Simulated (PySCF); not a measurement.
Vertical excitations of a molecule C4H6OSi from TDA-PBE/def2-SVPD (PySCF 2.14.0), as energy in eV (oscillator strength): 3.03 (0.001), 3.82 (0.000), 4.36 (0.006), 5.21 (0.041), 5.34 (0.008), 5.54 (0.002), 6.04 (0.004), 6.13 (0.019), 6.34 (0.011), 6.44 (0.005). Lowest triplet (TDA): 2.41 eV. Geometry: r2SCAN-D4/def2-SVP. Other conformers were not sampled.

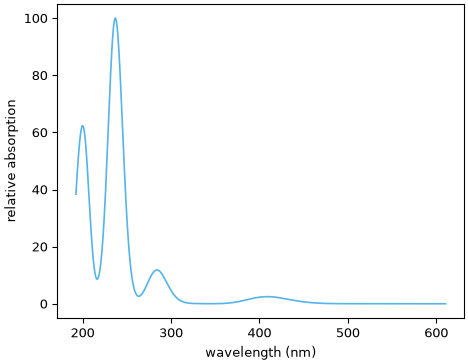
Fig. 1. The lines broadened by 0.4 eV.

Which structure fits?
(A) O=CCC#C[SiH3]
(B) O=C1CC=C[SiH2]1
(C) C1=C[SiH2]C=CO1
(D) C#C[C@H]1CO[SiH2]1

B, O=C1CC=C[SiH2]1
